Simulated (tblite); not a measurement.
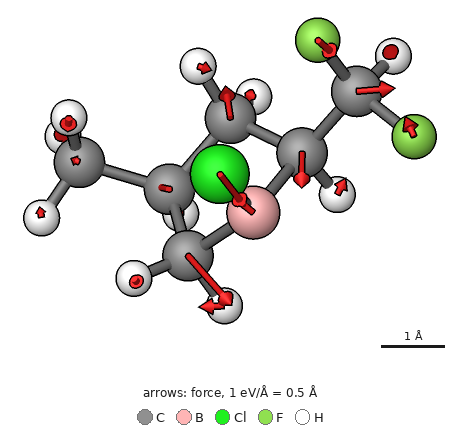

Starting geometry of C₆H₁₀BClF₂ with the computed forces as red arrows. Style: ball-and-stick. Shown from a free direction.

Computed with tblite, GFN2-xTB geometry optimisation, gas phase. 

> Is this structure relaxed? If not, where do the atoms go?

It isn't relaxed: the largest force vector, on a C atom, is 3.23 eV/Å. The final displacements have little in common with the starting forces (cosine between the two patterns 0.21). The Cl atom moves most after the best rigid fit: 2.25 Å. By element the largest moves are Cl 2.25 Å, H 1.44 Å, C 0.57 Å, F 0.43 Å, B 0.27 Å. Near-neighbour distances that change, for instance: B–Cl 1.862 → 1.684 Å, C–C 1.478 → 1.541 Å, C–C 1.500 → 1.541 Å, C–F 1.394 → 1.355 Å. Bond angles that change, for instance: B–C–H 103.7° → 116.4°, H–C–H 113.4° → 106.0°, C–B–C 100.2° → 106.7°. Groups turn about C–C by about 50°, C–C by about 25°, C–C by about 20°. Over 124 geometry steps the energy falls by 29.8 kcal/mol.
